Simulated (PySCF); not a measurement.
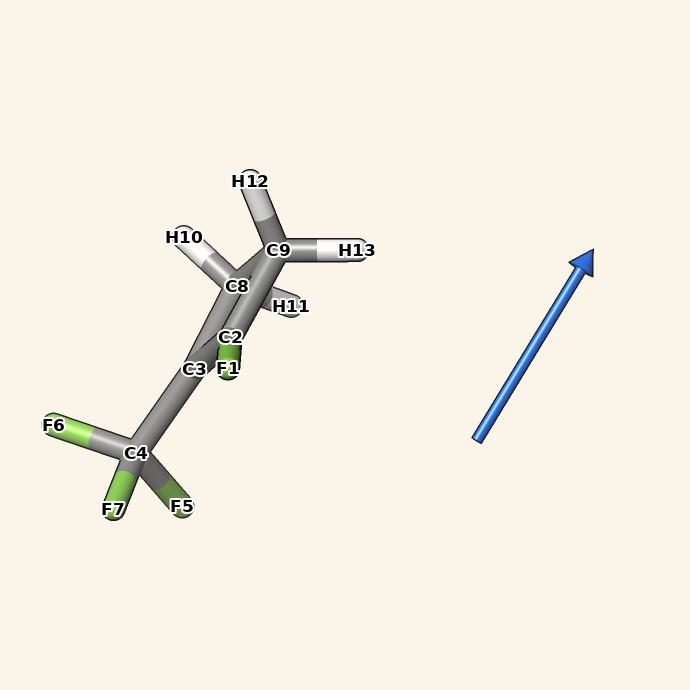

The arrow beside the molecule shows the direction of the dipole moment, from the negative to the positive end (its length means nothing). Computed geometry: PBE0-D3(BJ)/def2-SVP optimisation. No frequency run is at hand to confirm it as a minimum. Method: CAM-B3LYP/def2-SVPD in chloroform (IEF-PCM) (PySCF 2.14.0).

> How large is the dipole moment?

3.84 D; it points from the side of F7 to the side of H12, H13 (the outermost atoms at the two ends).
